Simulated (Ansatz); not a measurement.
WH$_{6}$O$_{2}$: geometry relaxation (part 1 of 2)

- system: WH$_{6}$O$_{2}$
- method: RKS B3LYP-D4/def2-SVP (Ansatz 0.2.0)

The input holds or restrains some coordinates. Forces given for the steps count only the free coordinates. It belongs to a series of runs on one base structure; here: pulled along the bonds that form and break, towards end A. Figures and captions count atoms from 1; the log counts them from 0 in places.

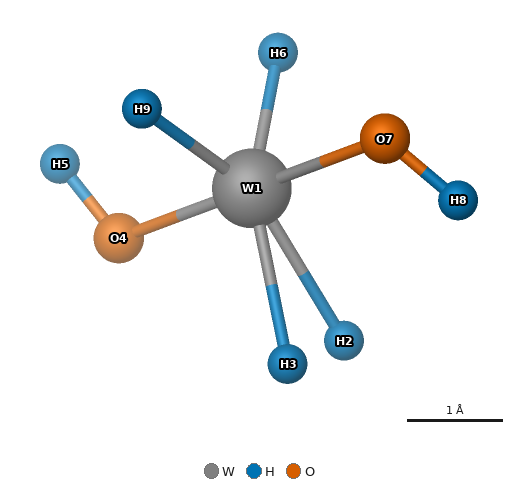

*The structure as given in the input (ball-and-stick view, seen at a tilt; atoms are numbered from 1 in the order of the input). Sticks mark near contacts.*

Bond lengths as drawn: H–O 1.01 Å, H–W 1.72 to 1.92 Å and O–W 1.94 Å.

Input
```yaml
crystal:
  periodic: [false, false, false]
  atoms:
    - { symbol: W, position_ang: [0.0, 0.0, 0.0] }
    - { symbol: H, position_ang: [0.9528, 0.0, 1.6669] }
    - { symbol: H, position_ang: [1.6669, 0.0, 0.9528] }
    - { symbol: O, position_ang: [0.0, 1.94, 0.0] }
    - { symbol: H, position_ang: [-0.6343, 2.2771, -0.71] }
    - { symbol: H, position_ang: [-1.72, 0.0, 0.0] }
    - { symbol: O, position_ang: [0.0, -1.94, 0.0] }
    - { symbol: H, position_ang: [0.3816, -2.2771, 0.8723] }
    - { symbol: H, position_ang: [0.0, 0.0, -1.72] }
basis:
  gaussian: { orbitals: def2-SVP }
hamiltonian:
  xc: b3lyp
  dispersion: d4
relax:
  f_tol: 0.15
  max_steps: 25
  restrain:
    - { distance: [1, 2], at: 1.86, k: 30.0 }
    - { distance: [0, 1], at: 1.72, k: 30.0 }
    - { distance: [0, 2], at: 1.72, k: 30.0 }
output:
  orbitals: {}
```

Run on 2 threads of Arm Neoverse V2, 24 GiB of memory available, shared host.

Launch command:
```bash
ansatz run input.yaml --threads 2 --pin off --max-ram 3072MiB --backend cpu --events-out ev --progress --plain --runs-dir out
```

Log
```
The last accepted step is kept in [file] (removed where the run ends without a failure and the disk answers)
Engine: ansatz 0.2.0, aarch64-unknown-linux-gnu
Functional definition: B3LYP
  parameter a0 = 0.2
  parameter ax = 0.72
  parameter ac = 0.81
  exchange = (1 - a0 - ax)*slater_x + ax*b88_x + a0*exact_x
  correlation = (1 - ac)*vwn_rpa_c + ac*lyp_c
967 factors; integrals over basis functions are off by at most 3.0e-4 eV
mean field evaluation 1: about -6003.4672 eV, gradient 6.7e1 eV
mean field evaluation 2: about -5930.8543 eV, gradient 1.9e2 eV
mean field evaluation 4: about -6011.2265 eV, gradient 1.5e1 eV
mean field evaluation 8: about -6011.8109 eV, gradient 1.4e-1 eV
mean field evaluation 16: about -6011.8516 eV, gradient 3.5e-3 eV
mean field evaluation 32: about -6011.0629 eV, gradient 8.6e0 eV
mean field -6011.85162981 eV, -220.9314724160 hartree, gradient 4.0e-5 eV, S^2 0.000000; 3 other end points of the search recorded, 0 dependent functions left out
the calculation of the forces begins
reference -6011.85193025 eV, -220.9314834572 hartree; 18, 18 occupied and 72, 72 virtual orbitals, 967 factors
relax step   1: F+E_penalty+E_count = -6012.10194985 eV  Δ(F+E_penalty+E_count) = +0.000e0 eV  max|allowed force component| = 3.073e0 eV/Å  E_restraint = 12.04025589 eV  max|allowed force component, restraints' pulls added| = 1.813e1 eV/Å  Δτ_max = 0.0000 Å  (82 SCF iters, accepted)
  distance H 1 - H 2 = 1.0099 Å
  distance W 0 - H 1 = 1.9200 Å
  distance W 0 - H 2 = 1.9200 Å
these checks for a lower state are left out or cut short: starts, cluster_reference, orbital_swaps, neighbouring_geometries, increment
967 factors; integrals over basis functions are off by at most 4.1e-4 eV
mean field -6011.25832797 eV, -220.9096689758 hartree, gradient 1.2e-5 eV, S^2 0.000000; 0 other end points of the search recorded, 0 dependent functions left out
[... from here on the field's lines of each further geometry are left out, up to the last ...]
relax step   2: F+E_penalty+E_count = -6011.50879233 eV  Δ(F+E_penalty+E_count) = +5.932e-1 eV  max|allowed force component| = 3.847e0 eV/Å  E_restraint = 4.20367596 eV  max|allowed force component, restraints' pulls added| = 1.266e1 eV/Å  Δτ_max = 0.1944 Å  (63 SCF iters, accepted)
relax step   3: F+E_penalty+E_count = -6012.25056524 eV  Δ(F+E_penalty+E_count) = -7.418e-1 eV  max|allowed force component| = 2.129e0 eV/Å  E_restraint = 0.99766076 eV  max|allowed force component, restraints' pulls added| = 6.734e0 eV/Å  Δτ_max = 0.1948 Å  (45 SCF iters, accepted)
relax step   4: F+E_penalty+E_count = -6013.04278797 eV  Δ(F+E_penalty+E_count) = -7.922e-1 eV  max|allowed force component| = 1.924e0 eV/Å  E_restraint = 0.11565962 eV  max|allowed force component, restraints' pulls added| = 2.157e0 eV/Å  Δτ_max = 0.1981 Å  (41 SCF iters, accepted)
relax step   5: F+E_penalty+E_count = -6013.95657279 eV  Δ(F+E_penalty+E_count) = -9.138e-1 eV  max|allowed force component| = 1.118e0 eV/Å  E_restraint = 0.03507739 eV  max|allowed force component, restraints' pulls added| = 1.592e0 eV/Å  Δτ_max = 0.1949 Å  (40 SCF iters, accepted)
relax step   6: F+E_penalty+E_count = -6014.48205367 eV  Δ(F+E_penalty+E_count) = -5.255e-1 eV  max|allowed force component| = 6.155e-1 eV/Å  E_restraint = 0.02223982 eV  max|allowed force component, restraints' pulls added| = 1.392e0 eV/Å  Δτ_max = 0.1931 Å  (38 SCF iters, accepted)
relax step   7: F+E_penalty+E_count = -6014.61057217 eV  Δ(F+E_penalty+E_count) = -1.285e-1 eV  max|allowed force component| = 6.945e-1 eV/Å  E_restraint = 0.00328195 eV  max|allowed force component, restraints' pulls added| = 6.945e-1 eV/Å  Δτ_max = 0.1949 Å  (33 SCF iters, accepted)
relax step   8: F+E_penalty+E_count = -6014.71305854 eV  Δ(F+E_penalty+E_count) = -1.025e-1 eV  max|allowed force component| = 9.794e-1 eV/Å  E_restraint = 0.00456302 eV  max|allowed force component, restraints' pulls added| = 9.794e-1 eV/Å  Δτ_max = 0.1952 Å  (38 SCF iters, accepted)
relax step   9: F+E_penalty+E_count = -6014.77997572 eV  Δ(F+E_penalty+E_count) = -6.692e-2 eV  max|allowed force component| = 1.099e0 eV/Å  E_restraint = 0.00484353 eV  max|allowed force component, restraints' pulls added| = 1.099e0 eV/Å  Δτ_max = 0.1951 Å  (33 SCF iters, accepted)
relax step  10: F+E_penalty+E_count = -6014.92044348 eV  Δ(F+E_penalty+E_count) = -1.405e-1 eV  max|allowed force component| = 5.497e-1 eV/Å  E_restraint = 0.00496755 eV  max|allowed force component, restraints' pulls added| = 5.497e-1 eV/Å  Δτ_max = 0.2000 Å  (38 SCF iters, accepted)
relax step  11: F+E_penalty+E_count = -6015.02477086 eV  Δ(F+E_penalty+E_count) = -1.043e-1 eV  max|allowed force component| = 4.205e-1 eV/Å  E_restraint = 0.00503888 eV  max|allowed force component, restraints' pulls added| = 4.205e-1 eV/Å  Δτ_max = 0.2000 Å  (33 SCF iters, accepted)
relax step  12: F+E_penalty+E_count = -6015.06500924 eV  Δ(F+E_penalty+E_count) = -4.024e-2 eV  max|allowed force component| = 3.822e-1 eV/Å  E_restraint = 0.00353765 eV  max|allowed force component, restraints' pulls added| = 4.390e-1 eV/Å  Δτ_max = 0.1999 Å  (33 SCF iters, accepted)
relax step  13: F+E_penalty+E_count = -6014.95778290 eV  Δ(F+E_penalty+E_count) = +1.072e-1 eV  max|allowed force component| = 1.760e0 eV/Å  E_restraint = 0.00312294 eV  max|allowed force component, restraints' pulls added| = 1.479e0 eV/Å  Δτ_max = 0.1819 Å  (37 SCF iters, rejected (line search))
relax step  14: F+E_penalty+E_count = -6015.10057331 eV  Δ(F+E_penalty+E_count) = -3.556e-2 eV  max|allowed force component| = 3.099e-1 eV/Å  E_restraint = 0.00262345 eV  max|allowed force component, restraints' pulls added| = 1.640e-1 eV/Å  Δτ_max = 0.0903 Å  (32 SCF iters, accepted)
relax step  15: F+E_penalty+E_count = -6015.11445148 eV  Δ(F+E_penalty+E_count) = -1.388e-2 eV  max|allowed force component| = 4.325e-1 eV/Å  E_restraint = 0.00279336 eV  max|allowed force component, restraints' pulls added| = 4.325e-1 eV/Å  Δτ_max = 0.1000 Å  (31 SCF iters, accepted)
relax step  16: F+E_penalty+E_count = -6015.12094234 eV  Δ(F+E_penalty+E_count) = -6.491e-3 eV  max|allowed force component| = 2.793e-1 eV/Å  E_restraint = 0.00282541 eV  max|allowed force component, restraints' pulls added| = 2.584e-1 eV/Å  Δτ_max = 0.1016 Å  (33 SCF iters, accepted)
the calculation of the forces begins
reference -6014.86784436 eV, -221.0423162565 hartree; 18, 18 occupied and 72, 72 virtual orbitals, 967 factors
relax step  17: F+E_penalty+E_count = -6015.12307405 eV  Δ(F+E_penalty+E_count) = -2.132e-3 eV  max|allowed force component| = 2.772e-1 eV/Å  E_restraint = 0.00273791 eV  max|allowed force component, restraints' pulls added| = 1.407e-1 eV/Å  Δτ_max = 0.0502 Å  (34 SCF iters, accepted)
  distance H 1 - H 2 = 1.8641 Å
  distance W 0 - H 1 = 1.7088 Å
  distance W 0 - H 2 = 1.7264 Å
```

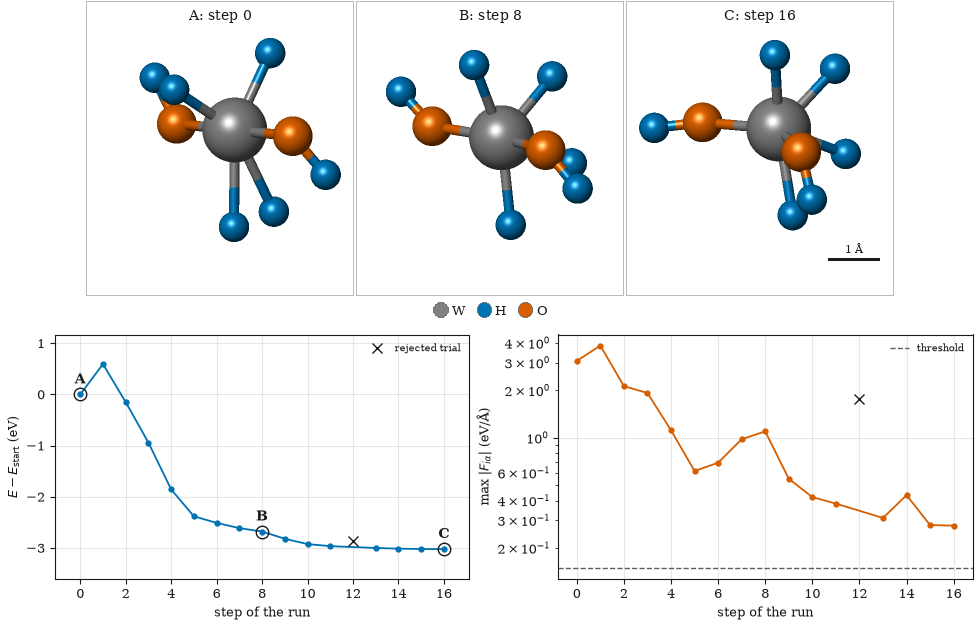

*Frames of the restrained relaxation (ball-and-stick view, seen at a tilt) above the curves, on which the letters mark them (the first geometry is step 0 here and step 1 in the log).*

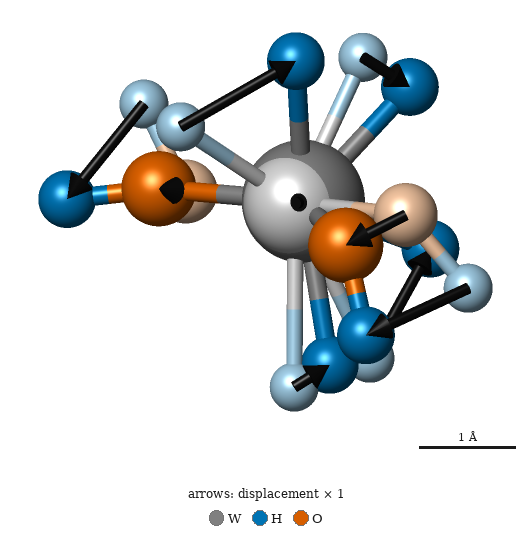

*Start (faint) and end (solid) with the displacements as black arrows, at true length (ball-and-stick view, seen at a tilt). The two geometries are laid on each other by the best rigid fit.*

Over 16 geometry steps the energy falls by 3.021 eV. The largest force component goes from 3.1 to 0.28 eV/Å. The line search rejected the trial step at point 12 (counted from 0) and went back. H9 moves most after the best rigid fit: 1.39 Å. Largest moves by element: H 1.39 Å, O 0.71 Å, W 0.19 Å. Distances before and after: W1–H2 1.920 → 1.709 Å, W1–H3 1.920 → 1.726 Å, W1–O4 1.940 → 1.843 Å, O4–H5 1.010 → 0.968 Å. Among the angles that change: H2–W1–H6 119.8° → 62.8°, O4–W1–O7 180.0° → 138.1°, W1–O4–H5 109.5° → 149.9°. (Atoms are counted from 1 in the order of the input.)

```
967 factors; integrals over basis functions are off by at most 7.3e-4 eV
mean field -6014.86754365 eV, -221.0423052054 hartree, gradient 5.9e-6 eV, S^2 0.000000; 1 other end points of the search recorded, 0 dependent functions left out
the calculation of the forces begins
reference -6014.86784436 eV, -221.0423162565 hartree; 18, 18 occupied and 72, 72 virtual orbitals, 967 factors
Total energy: -6015.12337476 eV, -221.0517068256 hartree
Atom 0 at    -0.088834     0.087103     0.138259 Å, force    -0.175803     0.162540     0.147659 eV/Å
Atom 1 at    -0.391172     0.057397     1.819863 Å, force     0.022765     0.008612    -0.277188 eV/Å
Atom 2 at     1.317448    -0.163182     1.107821 Å, force     0.174837    -0.066770     0.115706 eV/Å
Atom 3 at     0.151440     1.830898    -0.408662 Å, force     0.023814     0.066746    -0.062548 eV/Å
Atom 4 at     0.599871     2.477975    -0.972263 Å, force    -0.070921    -0.135133     0.095391 eV/Å
Atom 5 at    -1.691722    -0.129297     0.632930 Å, force     0.030717     0.007832    -0.035548 eV/Å
Atom 6 at     0.557960    -1.671373    -0.337152 Å, force     0.088742    -0.075975     0.125496 eV/Å
Atom 7 at     1.337660    -1.946809     0.169045 Å, force    -0.113108     0.061267    -0.133163 eV/Å
Atom 8 at    -1.145650    -0.542712    -1.087841 Å, force     0.018957    -0.029118     0.024195 eV/Å
Dipole moment:     0.443555     0.563930    -0.188395 e Å
```

Trajectory as extended XYZ (Å, eV, eV/Å), 12 of the 17 frames kept, from step=1 to step=17
```
9
Properties=species:S:1:pos:R:3:forces:R:3 step=1 energy=-6012.10195
W     0.0000    0.0000    0.0000   -1.4600   0.4650  -3.0076
H     0.9528    0.0000    1.6669    2.8822  -0.0213  -0.6184
H     1.6669    0.0000    0.9528   -1.6216  -0.0056   3.0731
O     0.0000    1.9400    0.0000   -0.7261  -1.0693  -1.0512
H    -0.6343    2.2771   -0.7100    1.0479  -0.2489   1.2381
H    -1.7200    0.0000    0.0000    0.4084   0.0720  -0.3939
O     0.0000   -1.9400    0.0000    1.4499   0.8420   2.1411
H     0.3816   -2.2771    0.8723   -0.8045  -0.0208  -1.5431
H     0.0000    0.0000   -1.7200   -1.1761  -0.0130   0.1618
```
